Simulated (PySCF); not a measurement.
# Cl₂CrO₂, SMILES `O=[Cr](=O)(Cl)Cl`: electronic structure

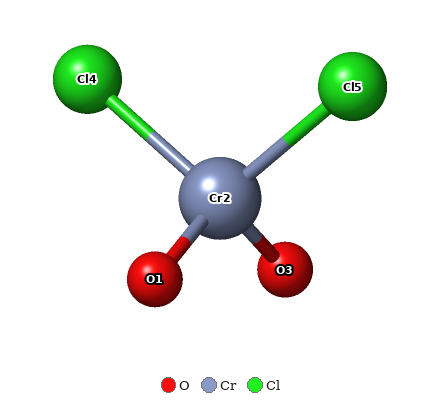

The molecule, with its atoms numbered as below. No frequency check shows the geometry to be a minimum.

Coordinates in Å:

```
O1      -0.0003   -1.1878   -1.3272
Cr2     -0.0001   -0.3853    0.0000
O3       0.0003   -1.1879    1.3272
Cl4      1.6302    0.8309   -0.0001
Cl5     -1.6301    0.8310    0.0001
```

Part 1: Bonding charge

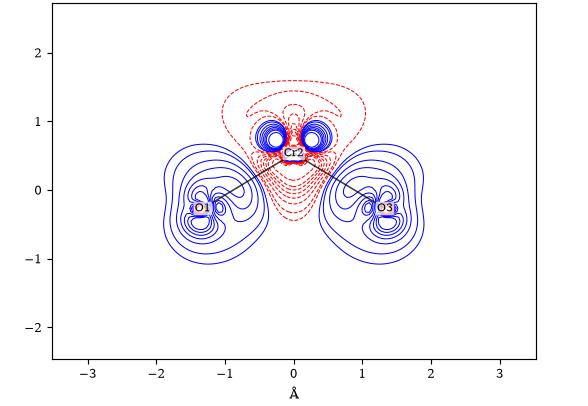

Deformation density (molecule less spherical, spin-averaged free atoms) in the plane of O1, Cr2 and O3; contours at ±0.05 to ±0.8 e/Å³; solid blue lines: gain, dashed red lines: loss.

Method: ωB97X/def2-SVPD; geometry: GFN2-xTB; program: PySCF. This is a single-reference result, which may miss multireference character in this system.

**Describe the bonding that the map shows.**

Cr2–O3 and O1–Cr2: +0.33 e/Å³ at the bond critical point (bond length 1.55 Å). In all, 1.2 electrons gather in the regions of gain relative to the promolecule.

**Where do the Hirshfeld charges lie?**

The highest Hirshfeld charge is on Cr2 (+0.47 e), the lowest on O1 and O3 (−0.19 e).

```tsv
atom	charge (e)
O1	−0.19
Cr2	+0.47
O3	−0.19
Cl4	−0.04
Cl5	−0.04
```

Part 2: Local ionisation energy

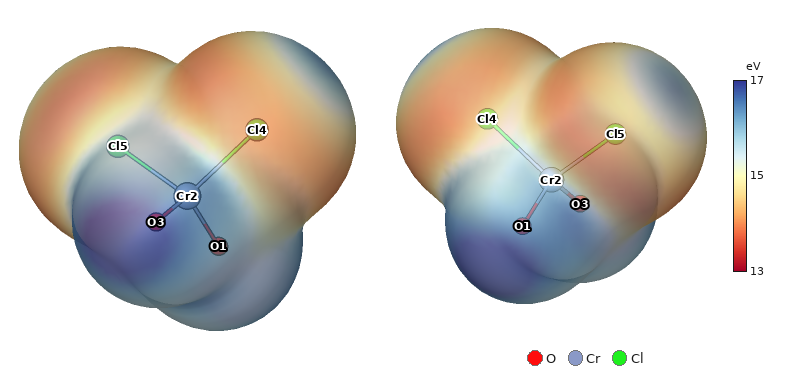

Average local ionisation energy on the surface of electron density 0.001 a.u. (back view left, front view right).

**Locate the minima of the map.**

The lowest value is 13.9 eV, 2.1 Å from Cl4, and at like points elsewhere. Further minima include 15.5 eV, 1.8 Å from O1. For comparison, the highest occupied orbital lies at −12.1 eV.

Part 3: Excited states

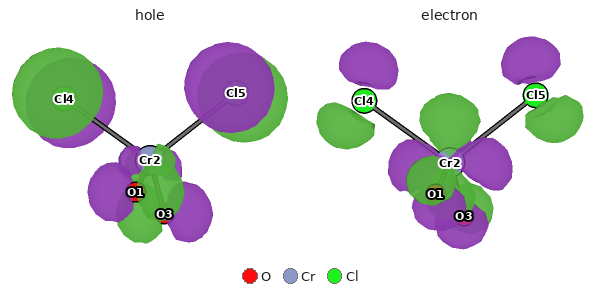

Leading natural transition orbital pair of T₃ (TDA triplet states); the surfaces enclose about 78 % of each orbital's density.

PySCF calculation, CAM-B3LYP/def2-SVP, gas phase; geometry: GFN2-xTB. This is a single-reference result, which may miss multireference character in this system. Without diffuse functions Rydberg states are missing, so the states' numbers hold for this basis only.

**Characterise the state.**

2.73 eV (454 nm), spin-forbidden from the singlet ground state, ligand-to-metal charge transfer; the leading pair carries 98 %; hole on Cl4 and Cl5 (34 % each), O1 and O3 (12 % each) and Cr2 (8 %), electron on Cr2 (60 %), Cl4 and Cl5 (12 % each) and O1 and O3 (8 % each); their centroids lie 0.5 Å apart. In canonical orbitals it is mainly HOMO−1 → LUMO (96 %). The HOMO–LUMO gap is 6.87 eV.

Part 4: Removing or adding an electron

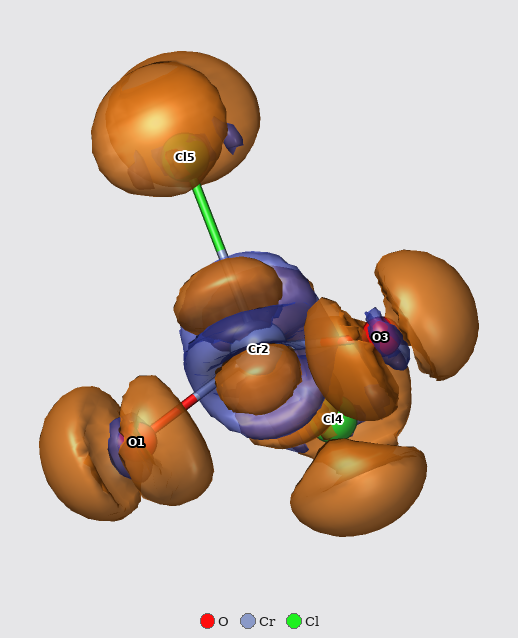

Fukui function f⁺ = ρ(N+1) − ρ(N) at fixed geometry, surfaces at ±0.03 e/Å³ (orange positive, blue negative).

Method: PBE/def2-SVP; geometry: GFN2-xTB; program: PySCF. This is a single-reference result, which may miss multireference character in this system.

**Which atoms respond most to the addition of an electron?**

f⁺ (Hirshfeld-condensed) is largest on Cl4 and Cl5 (0.25 each), Cr2 (0.17) and O1 and O3 (0.17 each); the vertical electron affinity is 2.32 eV (the stability of the anion's solution wasn't checked; the anion's highest orbital has positive energy, so this value and f⁺ depend on the basis). Condensed values hint at sites of nucleophilic attack but needn't mark the atom that reacts. Orbital relaxation makes it negative in places (0.21 e in all).

Part 5: Localised orbitals

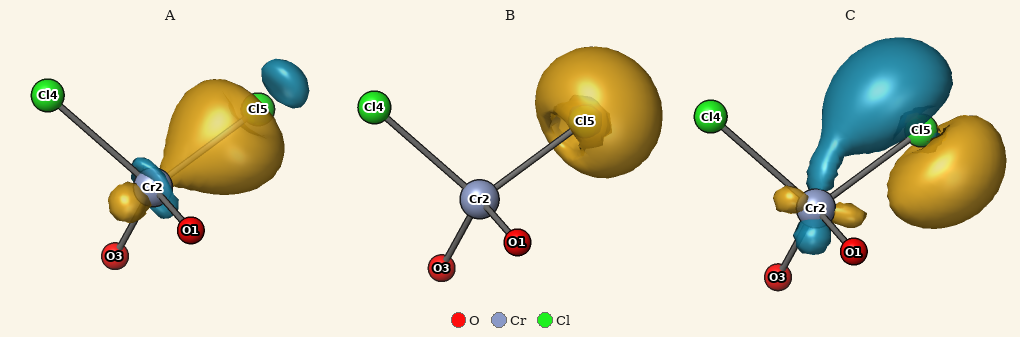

Intrinsic bond orbitals (IBO), occupied; each surface holds about 70 % of the orbital's density. Energies are diagonal elements of the Fock matrix.

Level of theory: PBE0/def2-SVPD (PySCF), at a geometry from GFN2-xTB. This is a single-reference result, which may miss multireference character in this system.

**Identify each orbital.**

By panel:
- A: σ bond Cl5–Cr2 (Cl5 76 %, Cr2 22 %; −15.9 eV)
- B: lone pair on Cl5 (s-type) (Cl5 98 %; −21.2 eV)
- C: lone pair on Cl5 (p-type) (Cl5 90 %, Cr2 9 %; −11.0 eV)
